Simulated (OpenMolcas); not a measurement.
# SiNH4F (SMILES N[SiH2]F): methods side by side

SiNH4F: 7 atoms, total charge 0, spin state singlet. SMILES: `N[SiH2]F`. The coordinates come from a PBE0-D4/def2-TZVP relaxation. This is one conformer, not always the lowest.

Quantity: the HOMO–LUMO gap, in eV. The values are calculated.

```csv
level,kind,program,value (eV),CPU time
HF/aug-cc-pVDZ,Hartree–Fock,OpenMolcas,12.71,12 s
SVWN5/aug-cc-pVDZ,LDA,OpenMolcas,5.95,25 s
PBE/aug-cc-pVDZ,GGA,OpenMolcas,5.83,36 s
revPBE/aug-cc-pVDZ,GGA,OpenMolcas,5.75,36 s
TPSS/aug-cc-pVDZ,meta-GGA,OpenMolcas,6.03,49 s
r2SCAN/aug-cc-pVDZ,meta-GGA,OpenMolcas,6.75,43 s
BHLYP/aug-cc-pVDZ,global hybrid,OpenMolcas,9.59,33 s
PBE0/aug-cc-pVDZ,global hybrid,OpenMolcas,7.88,35 s
```

The values span 5.75 to 12.71 eV. Orbital gaps aren't excitation energies; they tend to grow with the share of exact exchange. CPU times are rough (shared hosts, several kinds of processor): they show what a rung costs within a factor of a few.

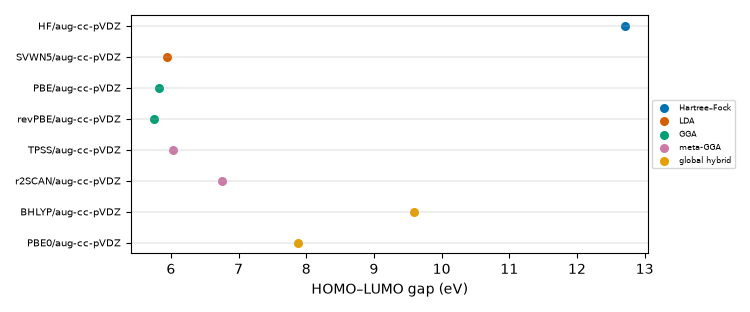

The values of the table, level by level.
